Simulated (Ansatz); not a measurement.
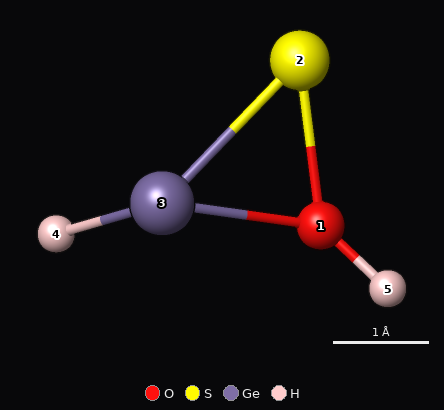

**Figure 1.** The structure as given in the input (ball-and-stick view, seen at a tilt; atoms are numbered from 1 in the order of the input). Sticks mark near contacts.

**GeH2SO: geometry relaxation**

GeH2SO, computed with RKS PBE-D4/def2-SVP (Ansatz 0.2.0).

Figures and captions count atoms from 1; the log counts them from 0 in places.

Input file:
```yaml
crystal:
  periodic: [false, false, false]
  atoms:
    - {symbol: O, position_ang: [-0.114007, -0.421203, 1.374635]}
    - {symbol: S, position_ang: [1.396873, -0.949141, 0.641250]}
    - {symbol: Ge, position_ang: [-0.144244, 0.188044, -0.323851]}
    - {symbol: H, position_ang: [-1.145025, -0.518002, -1.233626]}
    - {symbol: H, position_ang: [-0.467339, -0.167527, 2.241644]}
basis:
  gaussian: {orbitals: def2-SVP}
hamiltonian: {xc: pbe, dispersion: d4}
relax: {f_tol: 0.03, max_steps: 250}
```

Run as:
```bash
ansatz run in.yaml --threads 2 --pin off --events-out ev --progress --plain --max-ram 4352MiB
```

Log:
```
Functional definition: PBE
  name "PBE"
  cite "Perdew, Burke & Ernzerhof, Phys. Rev. Lett. 77, 3865 (1996) doi:10.1103/PhysRevLett.77.3865"
  parent pbe
  parameter kappa = 0.804
  parameter beta = 0.06672455060314922
  exchange = pbe_x(kappa = kappa, mu = beta*pi^2/3)
  correlation = pbe_c(beta = beta)
815 factors; their error is unknown
mean field evaluation 1: about -69399.3705 eV, gradient 4.5e1 eV
mean field evaluation 2: about -69384.7992 eV, gradient 9.7e1 eV
mean field evaluation 4: about -69402.5084 eV, gradient 8.5e0 eV
mean field evaluation 8: about -69402.8252 eV, gradient 2.1e-1 eV
mean field evaluation 16: about -69402.7676 eV, gradient 6.8e-5 eV
mean field -69402.76758274 eV, -2550.5046657800 hartree, gradient 1.9e-5 eV, S^2 0.000000; 1 other end points of the search recorded, 0 dependent functions left out
the calculation of the forces begins
reference -69402.76760998 eV, -2550.5046667812 hartree; 29, 29 occupied and 45, 45 virtual orbitals, 815 factors
relax step   1: F+E_penalty+E_count = -69402.87644729 eV  Δ(F+E_penalty+E_count) = +0.000e0 eV  max|allowed force component| = 5.343e0 eV/Å  Δτ_max = 0.0000 Å  (44 SCF iters, accepted)
these checks for a lower state are left out or cut short: starts, cluster_reference, orbital_swaps, neighbouring_geometries, increment
815 factors; their error is unknown
mean field -69403.85732889 eV, -2550.5447132125 hartree, gradient 1.2e-5 eV, S^2 0.000000; 0 other end points of the search recorded, 0 dependent functions left out
the calculation of the forces begins
reference -69403.85735577 eV, -2550.5447142003 hartree; 29, 29 occupied and 45, 45 virtual orbitals, 815 factors
relax step   2: F+E_penalty+E_count = -69403.96619916 eV  Δ(F+E_penalty+E_count) = -1.090e0 eV  max|allowed force component| = 2.198e0 eV/Å  Δτ_max = 0.1947 Å  (34 SCF iters, accepted)
these checks for a lower state are left out or cut short: starts, cluster_reference, orbital_swaps, neighbouring_geometries, increment
815 factors; their error is unknown
mean field evaluation 32: about -69403.7509 eV, gradient 1.7e1 eV
mean field -69404.35239811 eV, -2550.5629066708 hartree, gradient 5.3e-5 eV, S^2 0.000000; 0 other end points of the search recorded, 0 dependent functions left out
the calculation of the forces begins
reference -69404.35242419 eV, -2550.5629076293 hartree; 29, 29 occupied and 45, 45 virtual orbitals, 815 factors
relax step   3: F+E_penalty+E_count = -69404.46397960 eV  Δ(F+E_penalty+E_count) = -4.978e-1 eV  max|allowed force component| = 1.766e0 eV/Å  Δτ_max = 0.1981 Å  (30 SCF iters, accepted)
these checks for a lower state are left out or cut short: starts, cluster_reference, orbital_swaps, neighbouring_geometries, increment
815 factors; their error is unknown
mean field -69404.51004633 eV, -2550.5687001362 hartree, gradient 5.0e-5 eV, S^2 0.000000; 0 other end points of the search recorded, 0 dependent functions left out
the calculation of the forces begins
reference -69404.51007255 eV, -2550.5687010998 hartree; 29, 29 occupied and 45, 45 virtual orbitals, 815 factors
relax step   4: F+E_penalty+E_count = -69404.62284060 eV  Δ(F+E_penalty+E_count) = -1.589e-1 eV  max|allowed force component| = 1.721e0 eV/Å  Δτ_max = 0.1999 Å  (30 SCF iters, accepted)
these checks for a lower state are left out or cut short: starts, cluster_reference, orbital_swaps, neighbouring_geometries, increment
815 factors; their error is unknown
mean field -69404.56630161 eV, -2550.5707674793 hartree, gradient 2.3e-5 eV, S^2 0.000000; 0 other end points of the search recorded, 0 dependent functions left out
the calculation of the forces begins
reference -69404.56632759 eV, -2550.5707684344 hartree; 29, 29 occupied and 45, 45 virtual orbitals, 815 factors
relax step   5: F+E_penalty+E_count = -69404.67825789 eV  Δ(F+E_penalty+E_count) = -5.542e-2 eV  max|allowed force component| = 5.048e-1 eV/Å  Δτ_max = 0.1151 Å  (29 SCF iters, accepted)
these checks for a lower state are left out or cut short: starts, cluster_reference, orbital_swaps, neighbouring_geometries, increment
815 factors; their error is unknown
mean field -69404.57453308 eV, -2550.5710699803 hartree, gradient 8.3e-5 eV, S^2 0.000000; 0 other end points of the search recorded, 0 dependent functions left out
the calculation of the forces begins
reference -69404.57455889 eV, -2550.5710709290 hartree; 29, 29 occupied and 45, 45 virtual orbitals, 815 factors
relax step   6: F+E_penalty+E_count = -69404.68601094 eV  Δ(F+E_penalty+E_count) = -7.753e-3 eV  max|allowed force component| = 8.425e-2 eV/Å  Δτ_max = 0.0572 Å  (25 SCF iters, accepted)
these checks for a lower state are left out or cut short: starts, cluster_reference, orbital_swaps, neighbouring_geometries, increment
815 factors; their error is unknown
mean field -69404.57831669 eV, -2550.5712090257 hartree, gradient 5.1e-5 eV, S^2 0.000000; 0 other end points of the search recorded, 0 dependent functions left out
the calculation of the forces begins
reference -69404.57834265 eV, -2550.5712099795 hartree; 29, 29 occupied and 45, 45 virtual orbitals, 815 factors
relax step   7: F+E_penalty+E_count = -69404.68978222 eV  Δ(F+E_penalty+E_count) = -3.771e-3 eV  max|allowed force component| = 4.580e-2 eV/Å  Δτ_max = 0.0363 Å  (25 SCF iters, accepted)
these checks for a lower state are left out or cut short: starts, cluster_reference, orbital_swaps, neighbouring_geometries, increment
815 factors; their error is unknown
mean field evaluation 64: about -69404.5786 eV, gradient 1.9e-5 eV
mean field -69404.57855714 eV, -2550.5712178618 hartree, gradient 4.7e-5 eV, S^2 0.000000; 0 other end points of the search recorded, 0 dependent functions left out
the calculation of the forces begins
reference -69404.57858306 eV, -2550.5712188145 hartree; 29, 29 occupied and 45, 45 virtual orbitals, 815 factors
relax step   8: F+E_penalty+E_count = -69404.69008303 eV  Δ(F+E_penalty+E_count) = -3.008e-4 eV  max|allowed force component| = 1.877e-2 eV/Å  Δτ_max = 0.0058 Å  (26 SCF iters, accepted)
```

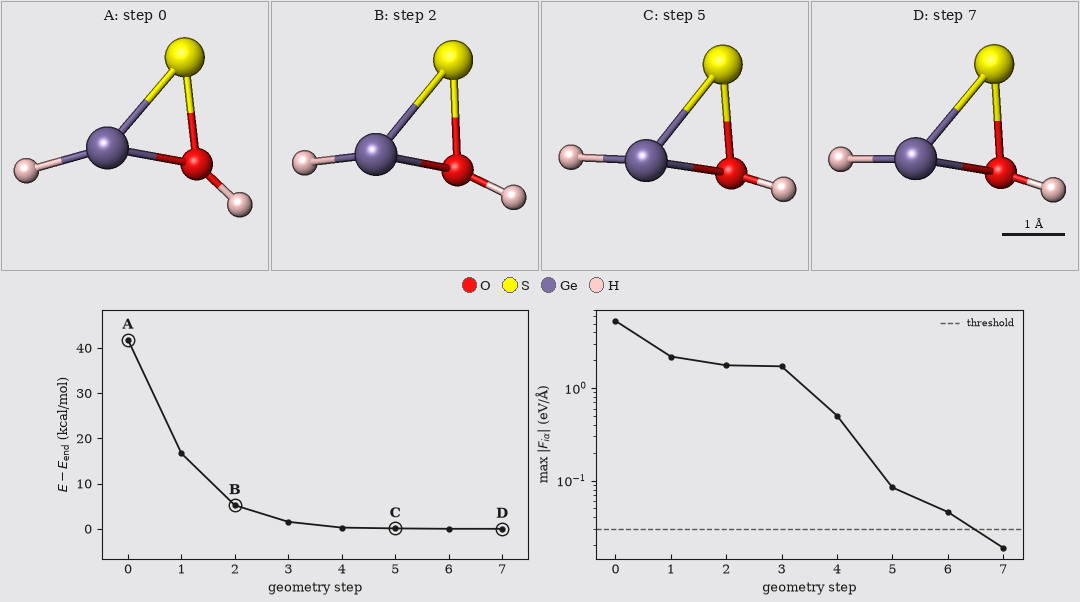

**Figure 2.** Frames of the relaxation (ball-and-stick view, seen at a tilt) above the curves, on which the letters mark them (the first geometry is step 0 here and step 1 in the log).

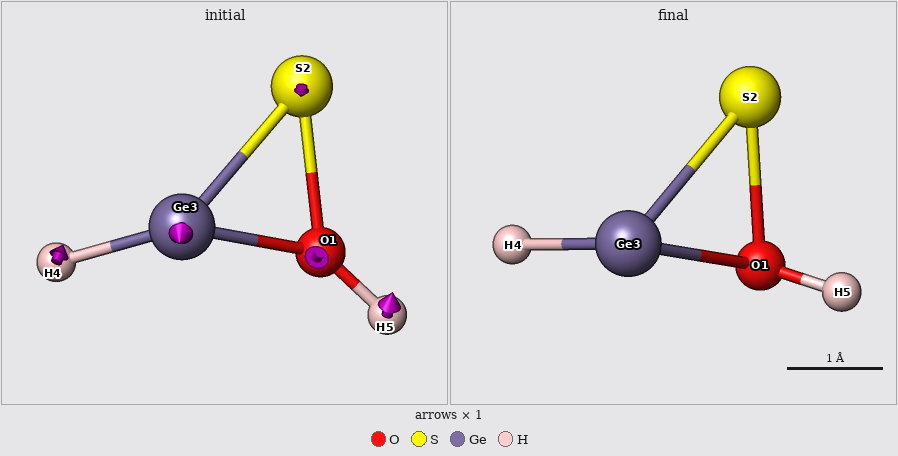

**Figure 3.** Before (left) and after (right) the relaxation, at one scale (ball-and-stick view, seen at a tilt). The pink arrows give the displacements, at true length. The atom that moves furthest after the best rigid fit is O1 (0.36 Å). By element the largest moves are O 0.36 Å, Ge 0.34 Å, H 0.31 Å, S 0.13 Å. Among the contacts that change: O1–Ge3 1.805 → 2.159 Å, S2–Ge3 2.145 → 2.373 Å, Ge3–H4 1.526 → 1.615 Å, O1–S2 1.760 → 1.814 Å. Among the angles that change: S2–O1–H5 139.8° → 104.3°, Ge3–O1–H5 138.3° → 106.7°, S2–Ge3–H4 119.6° → 93.6°. The energy falls by 41.8 kcal/mol in 7 geometry steps. The largest force component goes from 5.3 to 0.019 eV/Å. (Atoms are counted from 1 in the order of the input.)

```
815 factors; their error is unknown
mean field -69404.57855714 eV, -2550.5712178618 hartree, gradient 4.7e-5 eV, S^2 0.000000; 1 other end points of the search recorded, 0 dependent functions left out
the calculation of the forces begins
reference -69404.57858306 eV, -2550.5712188145 hartree; 29, 29 occupied and 45, 45 virtual orbitals, 815 factors
Total energy: -69404.69010895 eV, -2550.5753173153 hartree
Atom 0 at    -0.369029    -0.670872     1.415167 Å, force     0.004435    -0.001084     0.008335 eV/Å
Atom 1 at     1.264281    -0.998080     0.696184 Å, force     0.000848    -0.005851    -0.007326 eV/Å
Atom 2 at    -0.210252     0.517223    -0.380488 Å, force     0.004069     0.018771    -0.008814 eV/Å
Atom 3 at    -0.972533    -0.647878    -1.199662 Å, force    -0.000284    -0.009951     0.002634 eV/Å
Atom 4 at    -0.186209    -0.068221     2.168851 Å, force    -0.009068    -0.001884     0.005171 eV/Å
Dipole moment:    -0.044361     0.281132     0.205926 e Å
```

Trajectory as extended XYZ (Å, eV, eV/Å), 8 frames, from step=1 to step=8:
```
5
Properties=species:S:1:pos:R:3:forces:R:3 step=1 energy=-69402.87645
O    -0.1140   -0.4212    1.3746   -1.9751  -1.3797   2.3916
S     1.3969   -0.9491    0.6412    3.1169  -2.3530   1.2135
Ge   -0.1442    0.1880   -0.3239   -0.9722   5.3428  -3.8865
H    -1.1450   -0.5180   -1.2336   -0.8443  -1.7160  -0.4443
H    -0.4673   -0.1675    2.2416    0.6747   0.1060   0.7257
5
Properties=species:S:1:pos:R:3:forces:R:3 step=2 energy=-69403.96620
O    -0.1587   -0.4404    1.3519   -1.3816  -1.1386   1.1691
S     1.3830   -1.0081    0.6495    0.8230  -0.6381   0.6662
Ge   -0.1475    0.3797   -0.3576   -0.4488   2.1096  -2.1977
H    -1.1178   -0.6204   -1.2001    0.1095  -0.3635   0.2651
H    -0.4328   -0.1786    2.2564    0.8979   0.0305   0.0973
5
Properties=species:S:1:pos:R:3:forces:R:3 step=3 energy=-69404.46398
O    -0.2951   -0.5497    1.3068   -0.7082   0.0397   1.7660
S     1.3209   -1.0256    0.6564   -0.0872   0.3641   0.1363
Ge   -0.1468    0.5688   -0.4165   -0.2251  -0.6749  -0.4425
H    -1.0291   -0.7045   -1.0966    0.3880   0.7122   0.1241
H    -0.3236   -0.1568    2.2500    0.6325  -0.4410  -1.5839
5
Properties=species:S:1:pos:R:3:forces:R:3 step=4 energy=-69404.62284
O    -0.3822   -0.6264    1.4695    0.2127  -0.9474  -1.7209
S     1.2582   -0.9817    0.6797   -0.5639   0.0983   0.3590
Ge   -0.1961    0.5150   -0.4464   -0.0546  -0.0560   0.2994
H    -0.9808   -0.6561   -1.2538    0.0228   0.0104   0.0987
H    -0.1728   -0.1186    2.2511    0.3831   0.8947   0.9638
5
Properties=species:S:1:pos:R:3:forces:R:3 step=5 energy=-69404.67826
O    -0.3751   -0.6943    1.4189    0.3755   0.5048   0.3133
S     1.2858   -0.9982    0.7083   -0.3001   0.0591  -0.0020
Ge   -0.2000    0.5157   -0.3815   -0.0334  -0.1550   0.0520
H    -0.9933   -0.6386   -1.2044    0.1011   0.0389   0.0456
H    -0.1911   -0.0525    2.1588   -0.1430  -0.4478  -0.4089
5
Properties=species:S:1:pos:R:3:forces:R:3 step=6 energy=-69404.68601
O    -0.3746   -0.6662    1.4240   -0.0004  -0.0626  -0.0306
S     1.2449   -1.0098    0.6779    0.0533   0.0208   0.0629
Ge   -0.2326    0.5237   -0.3636    0.0408   0.0078  -0.0750
H    -0.9391   -0.6565   -1.2063   -0.0843   0.0235  -0.0024
H    -0.1723   -0.0590    2.1680   -0.0095   0.0105   0.0450
5
Properties=species:S:1:pos:R:3:forces:R:3 step=7 energy=-69404.68978
O    -0.3676   -0.6670    1.4148    0.0179  -0.0131   0.0325
S     1.2673   -1.0002    0.6965   -0.0458   0.0238  -0.0031
Ge   -0.2120    0.5162   -0.3799    0.0156   0.0010  -0.0194
H    -0.9744   -0.6481   -1.2052    0.0132   0.0045   0.0262
H    -0.1871   -0.0688    2.1738   -0.0009  -0.0162  -0.0362
5
Properties=species:S:1:pos:R:3:forces:R:3 step=8 energy=-69404.69008
O    -0.3690   -0.6709    1.4152    0.0044  -0.0011   0.0083
S     1.2643   -0.9981    0.6962    0.0008  -0.0059  -0.0073
Ge   -0.2103    0.5172   -0.3805    0.0041   0.0188  -0.0088
H    -0.9725   -0.6479   -1.1997   -0.0003  -0.0100   0.0026
H    -0.1862   -0.0682    2.1689   -0.0091  -0.0019   0.0052
```

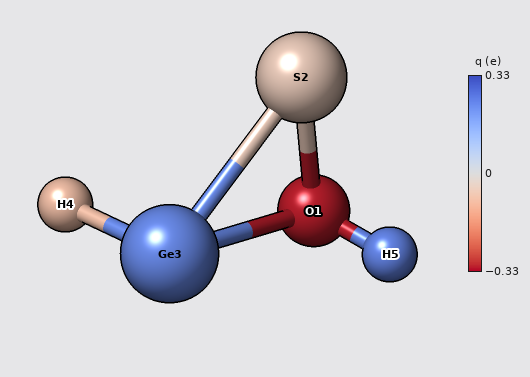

**Figure 4.** Mulliken charges, as the colour of each atom (ball-and-stick view, seen at a tilt; atoms are numbered from 1 in the order of the input). By element: O −0.31, S −0.05, Ge +0.22 and H −0.09 to +0.23 e.

Results in brief:

| quantity | value |
| --- | --- |
| outcome | converged |
| total energy | −69404.6901 eV |
| mean-field energy | −69404.5786 eV |
| dispersion energy | −0.1115 eV |
| SCF solution under orbital rotations | stable |
| largest force (length of the vector) at the end | 0.021 eV/Å |
| dipole moment | 1.69 D |
| hardware | 2 threads of Arm Neoverse V1, 23 GiB of memory available, shared host |
| wall time | 9.5 s (CPU time 17 s) |
| peak memory | 0.14 GiB |
